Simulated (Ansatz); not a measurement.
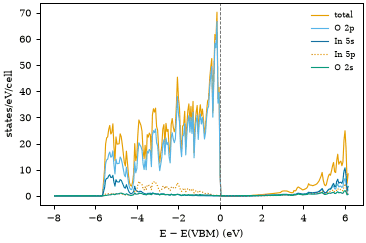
Figure: Total and projected density of states of In$_{2}$O$_{3}$ (bixbyite, Ia-3), plane-wave PAW LDA (Ansatz code)

Q: Which orbitals carry the states next to the gap?

A: Top 1 eV of the valence band: O 2p 93 %. Bottom 1 eV of the conduction band: In 5s 47 %, O 2s 26 %, O 2p 17 %, In 5p 9 %. Projections are on Löwdin-orthogonalised atomic valence shells; empty p or d shells of many metals are not among them.

The cell was relaxed with LDA under the symmetry of its start. Scalar-relativistic: spin–orbit coupling is off unless named, which matters more the heavier the elements.

Potentials: the later of the program's two PAW sets.
